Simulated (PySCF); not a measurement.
**BiCl3 (charge +2): density, localisation and related maps**

```xyz
4

Bi    0.0000    0.0000   -0.3513
Cl    2.3867    0.0000   -0.3521
Cl   -1.1933    2.0670   -0.3521
Cl   -1.1934   -2.0670   -0.3521
```

Core potentials replace the inner electrons of Bi.

Level of theory: PySCF, RKS TPSS, Bi def2-SVP with ECP60, Cl def2-SVP; non-relativistic Hamiltonian with scalar-relativistic core potentials where named; density fitting.

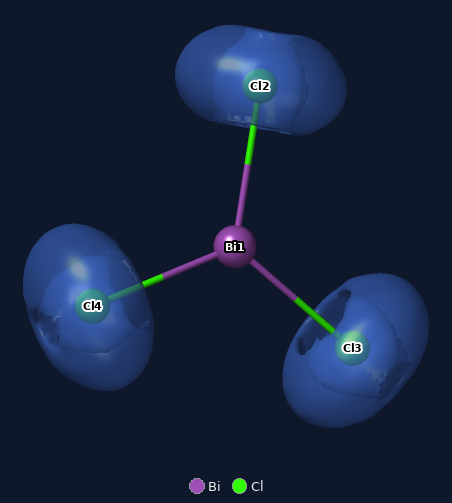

Figure 1. Isosurface of the electron localisation function at 0.8 (blue), seen at a tilt. Core shells and regions of very low density are left out.

> Describe the localisation domains.

The ELF exceeds this value in three regions wrapped around Cl (the valence shell of each). Along the contacts the grid gives the following. Bi–Cl (2.39 Å): the ELF peaks at about 0.70 in the valence shell of Cl, 0.8 Å from its nucleus, and drops to about 0.25 between the two atoms.

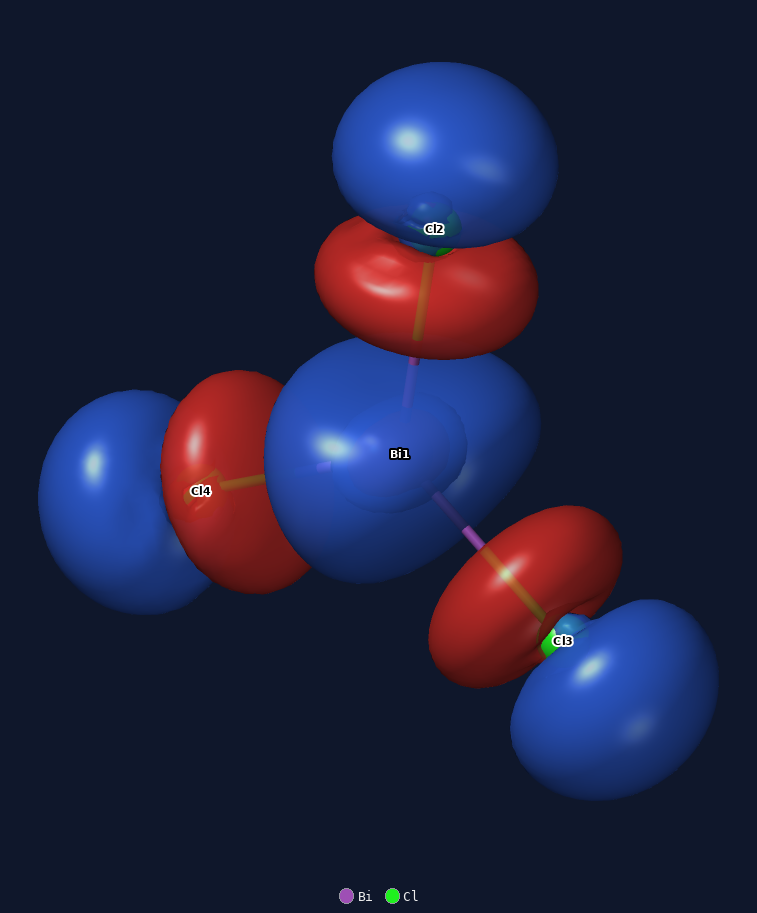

Figure 2. The LUMO at ±0.08 Å⁻³ᐟ² (blue and red are the two phases), seen at a tilt.

> Describe this orbital and give its energy.

It lies mainly on Cl2 (about 25 %), Cl3 (about 25 %), Cl4 (about 25 %) and Bi1 (about 20 %); it is symmetric in the molecular plane (an in-plane orbital: σ, lone-pair or in-plane π type). Its energy is −18.49 eV.

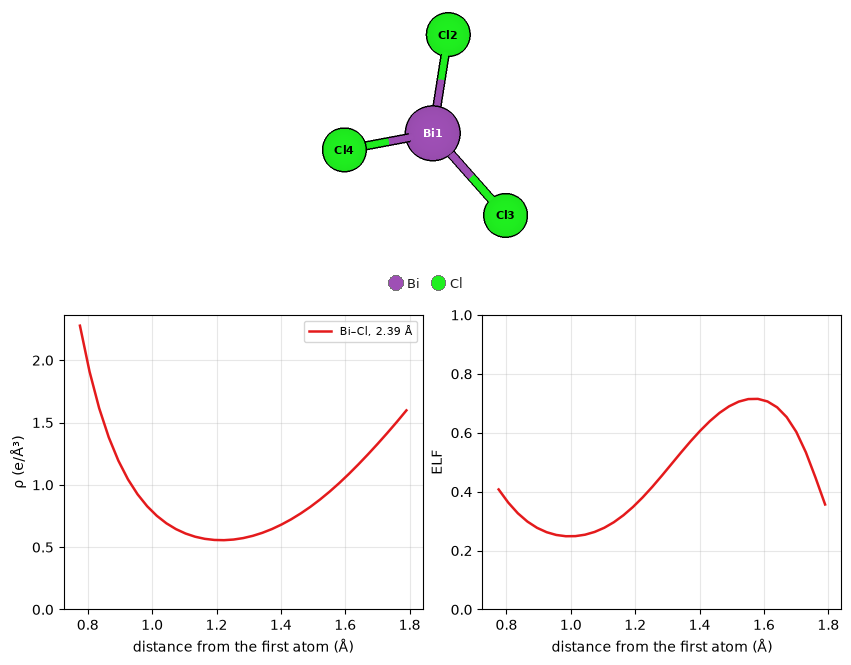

Figure 3. Electron density and ELF along straight lines between neighbouring atoms. The curves leave out the atomic cores. The structure is drawn too.

> What can be read from the curves?

Bi–Cl (2.39 Å): ρ at the midpoint is about 0.56 e/Å³; the ELF peaks at about 0.70 in the valence shell of Cl, 0.8 Å from its nucleus, and drops to about 0.25 between the two atoms.

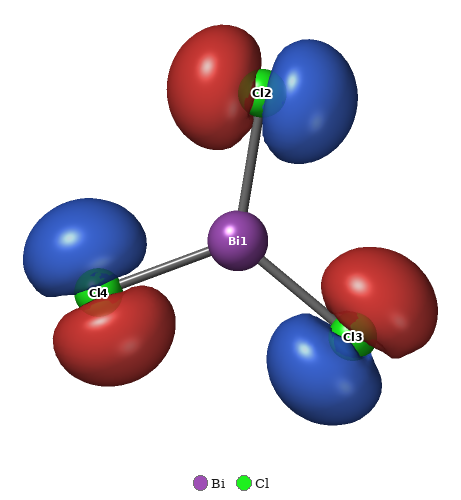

Figure 4. The HOMO at ±0.1 Å⁻³ᐟ² (blue and red are the two phases), seen across its widest extent.

> What is the character of this orbital?

Its weight (Hirshfeld) is mainly on Cl2 (about 30 %), Cl3 (about 30 %) and Cl4 (about 30 %); it is symmetric in the molecular plane (an in-plane orbital: σ, lone-pair or in-plane π type); largely a combination of lone pairs on Cl2, Cl3 and Cl4. Its energy is −19.52 eV.
